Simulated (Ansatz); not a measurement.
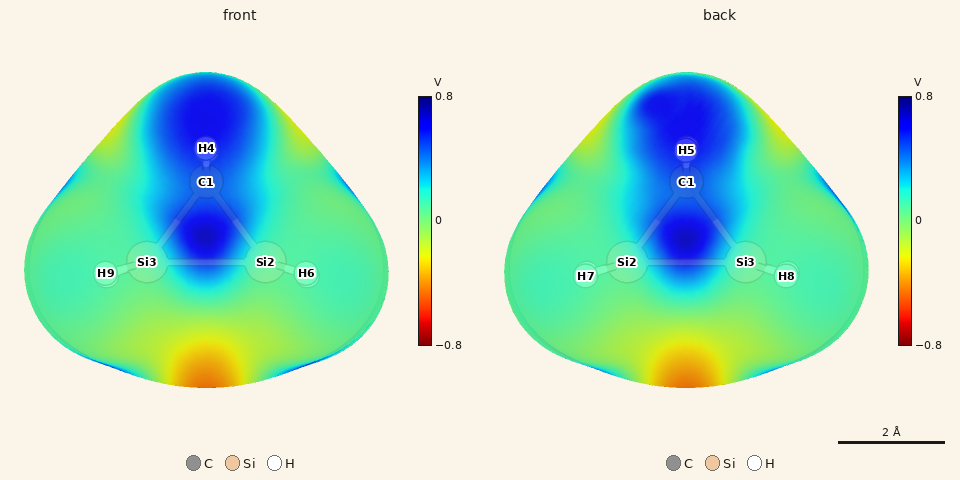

Figure. CH$_{6}$Si$_{2}$. The electrostatic potential painted on the density surface at 0.001 e/bohr³, seen from the front and from behind; red is negative and blue positive.

Geometry: PBE0-D4/def2-TZVP.

Method: RKS PBE0-D4/def2-TZVPP (Ansatz 0.2.0).

Input

```
crystal:
  periodic: [false, false, false]
  atoms:
    - {symbol: C, position_ang: [-0.737176, 0.037744, -0.657522]}
    - {symbol: Si, position_ang: [0.887712, 0.865296, -0.133455]}
    - {symbol: Si, position_ang: [-0.081871, -0.906772, 0.851837]}
    - {symbol: H, position_ang: [-1.651216, 0.612269, -0.523458]}
    - {symbol: H, position_ang: [-0.738244, -0.490403, -1.608657]}
    - {symbol: H, position_ang: [0.774897, 2.230975, 0.430239]}
    - {symbol: H, position_ang: [2.029701, 0.714842, -1.065522]}
    - {symbol: H, position_ang: [0.384850, -2.291474, 0.606289]}
    - {symbol: H, position_ang: [-0.868653, -0.772487, 2.100237]}
basis:
  gaussian: {orbitals: def2-TZVPP}
hamiltonian: {xc: pbe0, dispersion: d4}
output: {orbitals: {seedname: orbitals}}
```

Run with:

```sh
ansatz run in.yaml --threads 2 --pin off --events-out ev --progress --plain --max-ram 4352MiB
```

> Where is the surface potential most negative and most positive?

The most negative region (about −0.4 V, or −9 kcal/mol for a unit charge) lies over H7, the most positive (about +0.7 V, or +16 kcal/mol for a unit charge) over Si2, Si3, H4 and H5.
